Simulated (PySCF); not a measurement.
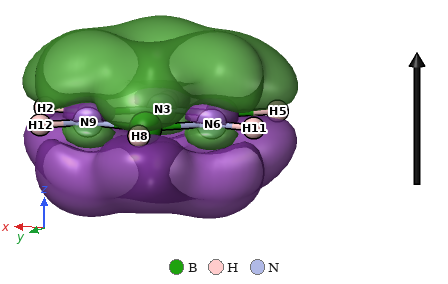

Figure. (HBNH)3 ring (B₃H₆N₃). Change of the electron density in a uniform field of 0.21 V/Å along +z (arrow), surfaces at ±0.0006 e/Å³ (purple: gain, green: loss).

Level of theory: PBE0/6-31+G* (PySCF), at a geometry from GFN2-xTB. No frequency check shows the geometry to be a minimum. The basis has diffuse s and p functions alone, which still leaves polarisabilities too small, most of all across bonds.

Input

```python
import numpy as np
from pyscf import gto, scf, dft
from pyscf.scf import atom_ks, atom_hf
from scipy.linalg import block_diag

def solve(mol, dm0=None, hcore=None):
    mf = (dft.UKS if mol.spin else dft.RKS)(mol, xc='pbe0')
    mf.grids.level = 3
    mf = mf.density_fit(auxbasis='def2-universal-jkfit')
    mf.conv_tol, mf.max_cycle = 1e-8, 80
    if hcore is not None:
        mf.get_hcore = lambda *args: hcore
    mf.kernel(dm0)
    if not mf.converged:
        mf = mf.newton().run(mf.mo_coeff, mf.mo_occ, max_cycle=30)
    assert mf.converged, 'SCF not converged'
    return mf

mol = gto.M(atom='''
B      1.38945    -0.37247     0.00000
H      2.52454    -0.67676     0.00000
N      0.36074    -1.34695     0.00000
B     -1.01730    -1.01706     0.00000
H     -1.84837    -1.84793     0.00000
N     -1.34686     0.36106     0.00000
B     -0.37215     1.38953     0.00000
H     -0.67618     2.52469     0.00000
N      0.98612     0.98588     0.00000
H      0.62161    -2.32103     0.00000
H     -2.32088     0.62218     0.00000
H      1.69927     1.69884     0.00000
''', basis='6-31+g*', charge=0, spin=0, verbose=4)
field = np.array([-0.0, -0.0, -0.004])  # atomic units
mol.set_common_orig(mol.atom_charges() @ mol.atom_coords() / mol.atom_charges().sum())
mf = solve(mol)
out = dict(dm0=mf.make_rdm1(), d0=mf.dip_moment(unit='AU'), e0=mf.e_tot)
for name, sign in (('p', 1), ('m', -1)):
    h = mf.get_hcore() + sign * np.einsum('x,xij->ij', field, mol.intor('int1e_r'))
    mi = solve(mol, mf.make_rdm1(), h)
    out.update({'dm' + name: mi.make_rdm1(), 'd' + name: mi.dip_moment(unit='AU'), 'e' + name: mi.e_tot})
# spherically averaged free atoms, for the promolecule
atm = atom_ks.get_atm_nrks(mol, xc='pbe0')
pro = block_diag(*[(atm[a[0]][2] * atm[a[0]][3]) @ atm[a[0]][2].T for a in mol._atom])
np.savez('result.npz', pro=pro, **out)
```

Launched as:

```sh
OMP_NUM_THREADS=1 python input.py
```

The run took 66 s on 1 thread of Intel(R) Xeon(R) Processor @ 2.50GHz (Skylake/Cascade Lake), on a shared host, peak memory 0.56 GiB.

Partitions, critical points and surface values were worked out afterwards from this run's density.

The field was applied in both directions; the picture shows the one opposite to the script's first.

What dipole is induced, and what polarisability does it imply?

Answer. The induced dipole is 0.39 D (along the field); α along this axis, from the fields in both directions, is 38 bohr³ (5.7 Å³).
